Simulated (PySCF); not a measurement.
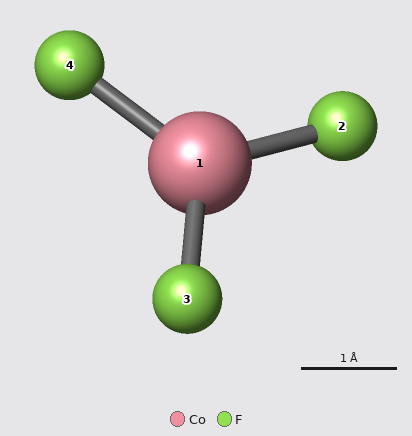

Figure 1. The input geometry (ball-and-stick view, seen at a tilt; atoms are numbered from 1 in the order of the input). Sticks mark near contacts. Bond lengths as drawn: Co–F 1.73 Å.

## Excited-state calculation, with input and output: CoF3

System: CoF3, multiplicity 5, SMILES [F][Co]([F])[F].
Method: NEVPT2/ccECP-cc-pVDZ, ROHF, core potentials ccecp (PySCF 2.14.0).

The geometry comes from this level: GFN2-xTB.

### Output
```
converged SCF energy = -216.402836704626
CASSCF energy = -216.459416397040
CASCI E = -216.459416397040  E(CI) = -34.7527656928749  S^2 = 6.0000000
CASCI state-averaged energy = -216.45941639704
CASCI energy for each state
  State 0 weight 0.5  E = -216.468295641114 S^2 = 6.0000000
  State 1 weight 0.5  E = -216.450537152966 S^2 = 6.0000000

WARN: Mulitple states found in CASCI solver. First state is used to compute the Fock matrix and natural orbitals in active space.

CASCI state   0  E = -216.468295643158  E(CI) = -34.7616449389931  S^2 = 6.0000000
CASCI state   1  E = -216.450537151613  E(CI) = -34.7438864474484  S^2 = 6.0000000
Sr    (-1)',   E = -0.03587951607418
Si    (+1)',   E = -0.01074171986764
Sijrs (0)  ,   E = -0.45446062560411
Sijr  (+1) ,   E = -0.07002099245920
Srsi  (-1) ,   E = -0.12764099669563
Srs   (-2) ,   E = -0.07727001330697
Sij   (+2) ,   E = -0.01772927107769
Sir   (0)' ,   E = -0.18014652401280
Nevpt2 Energy = -0.973889659098229
Sr    (-1)',   E = -0.03025621436037
Si    (+1)',   E = -0.00855747577532
Sijrs (0)  ,   E = -0.45465640827898
Sijr  (+1) ,   E = -0.06453844679439
Srsi  (-1) ,   E = -0.14027927680879
Srs   (-2) ,   E = -0.08987816662017
Sij   (+2) ,   E = -0.01697055890782
Sir   (0)' ,   E = -0.17150836726224
Nevpt2 Energy = -0.976644914808071
Final energy -217.44218530225635
state  energy (Eh)  excitation (eV)
  0    -217.44218530    0.0000
  1    -217.42718207    0.4083
```

This output came from the following input.

### Input (calc.py)
```python
# CoF3
import numpy
from pyscf import gto, scf, mcscf, mrpt

mol = gto.Mole()
mol.atom = 'input.xyz'
mol.ecp = 'ccecp'
mol.basis = 'ccecp-cc-pvdz'
mol.cart = True
mol.spin = 4
mol.max_memory = 1860
mol.verbose = 3
mol.build()

mf = scf.ROHF(mol)
mf = mf.newton()
mf.kernel()

cas = mcscf.CASSCF(mf, 10, 10)
cas.fix_spin_(ss=6.0)
cas = cas.state_average_([1 / 2] * 2)
cas.kernel()
ci2 = mcscf.CASCI(mf, cas.ncas, cas.nelecas)
ci2.fix_spin_(ss=6.0)
ci2.fcisolver.nroots = 2
ci2.kernel(cas.mo_coeff)
states = [ci2.e_tot[i] + mrpt.NEVPT(ci2, root=i).kernel() for i in range(2)]
etot = states[0]
print('Final energy', etot)

roots = (numpy.array(states[1:]) - states[0]) * 27.211386
print('state  energy (Eh)  excitation (eV)')
for i, e in enumerate(states):
    print('%3d %16.8f %9.4f' % (i, e, (e - states[0]) * 27.211386))
```

### File input.xyz
```
4
CoF3
Co     0.000380    -0.000530    -0.000070
F      1.728810    -0.026860     0.013090
F     -0.840310     1.510340    -0.017190
F     -0.888880    -1.482950     0.004170
```

Run as:
```bash
OMP_NUM_THREADS=1 python calc.py
```

### Key numbers

| quantity | value |
| --- | --- |
| outcome | converged |
| total energy | −217.442185 hartree |
| SCF energy | −216.402837 hartree |
| correlation energy | −1.039349 hartree |
| basis functions | 86 |
| ⟨S²⟩ | 6.000 |
| hardware | 1 thread of Arm Neoverse V2, 24 GiB of memory available, shared host |
| wall time | 4.4 min |
| peak memory | 0.26 GiB |

### Remarks

Settings chosen away from the usual ones: tied set to false; cart set to true. The record of the run, not the program, notes: active space splits degenerate orbitals.
